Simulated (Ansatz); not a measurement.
FH2PSi

| atom | x (Å) | y (Å) | z (Å) |
| --- | --- | --- | --- |
| F | 1.8622 | -0.5622 | -0.8413 |
| P | -1.3852 | -1.0006 | -0.7328 |
| Si | 0.4792 | -0.4677 | 0.0327 |
| H | -1.8608 | -0.6228 | 0.5842 |
| H | 0.8746 | 0.0478 | 1.3801 |

Geometry: BLYP-D3(BJ)/def2-SVP.

Level of theory: isolated molecule in a Gaussian basis; Kohn-Sham density functional theory, functional PBE0 in Ansatz.

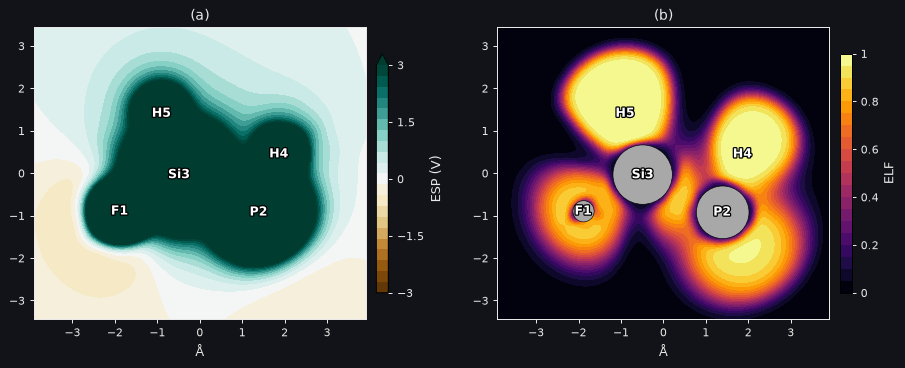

Figure 1. (a) molecular electrostatic potential; (b) ELF on the molecular plane. Grey discs cover the atomic cores in the ELF map.

Question: What does the map show?

Answer: Atoms in the plane: F, P, Si and H.
Si–F (1.64 Å): the ELF peaks at about 0.85 in the valence shell of F, 0.6 Å from its nucleus, and is about 0.50 at the midpoint.
Si–P (2.08 Å): the ELF peaks at about 0.85 between the atoms, as expected for localised, covalent bonding.
P–H (1.45 Å): the ELF climbs to about 1 towards the hydrogen, as it does in any bond to H.
Si–H (1.50 Å): the ELF climbs to about 1 towards the hydrogen.
The ELF also peaks beside P2 and F1, away from the bonds: lone-pair regions.
Outside the dense part of the molecule the potential is most negative (−0.7 V) near F1.

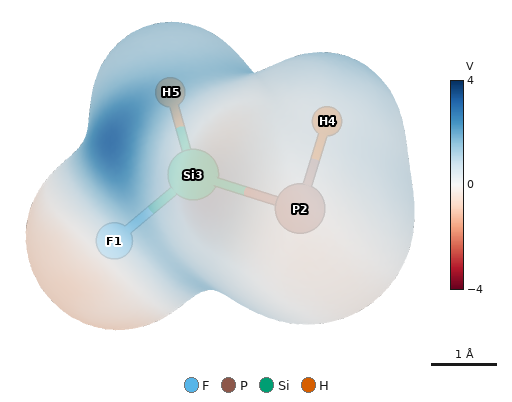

Figure 2. The electrostatic potential painted on the density surface at 0.004 e/bohr³, seen at a tilt; the colour scale runs from red (negative) to blue (positive).

Question: Where is the surface potential most negative and most positive?

Answer: The most negative region (about −0.7 V) lies over F1, the most positive (about +3.0 V) over Si3.

Question: What dipole moment does the calculation give?

Answer: Its dipole moment is 1.75 D.

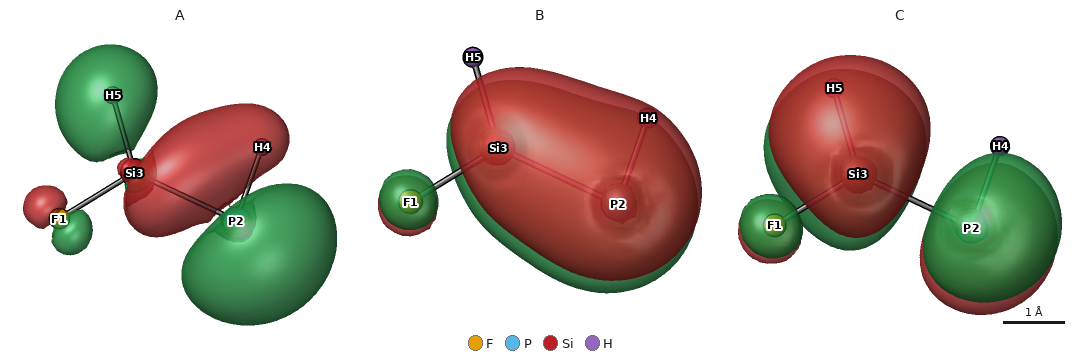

Figure 3. Three frontier orbitals at ±0.08 Å⁻³ᐟ² (green and red are the two phases), in no order.

Question: Which picture is the HOMO−1, the HOMO and the LUMO?

Answer: A is the HOMO−1 (−8.59 eV). By Hirshfeld shares it lies mainly on P2 (about 65 %), Si3 (about 20 %) and H5 (about 10 %); it is symmetric in the molecular plane (an in-plane orbital: σ, lone-pair or in-plane π type). B is the HOMO (−6.96 eV). Its weight (Hirshfeld) is mainly on P2 (about 60 %) and Si3 (about 30 %); it changes sign across the molecular plane (π type); π-bonding across P2–Si3. C is the LUMO (−2.00 eV). By Hirshfeld shares it lies mainly on Si3 (about 55 %) and P2 (about 35 %); it changes sign across the molecular plane (π type); π-antibonding (a node) across P2–Si3.

Question: What is the HOMO–LUMO gap?

Answer: 4.96 eV between the orbital energies.

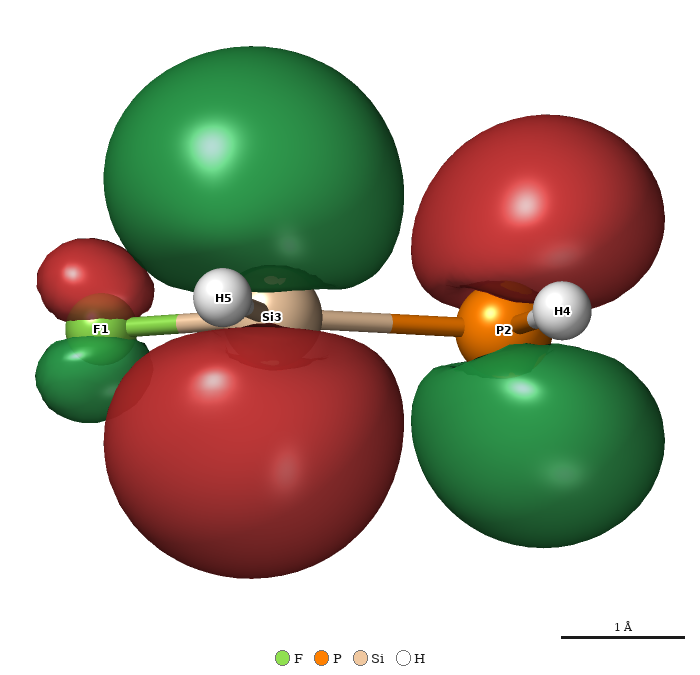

Figure 4. The LUMO at ±0.1 Å⁻³ᐟ² (green and red are the two phases), seen from one side.

Question: What is the character of this orbital?

Answer: Its weight (Hirshfeld) is mainly on Si3 (about 55 %) and P2 (about 35 %); it changes sign across the molecular plane (π type); π-antibonding (a node) across P2–Si3. Its energy is −2.00 eV.
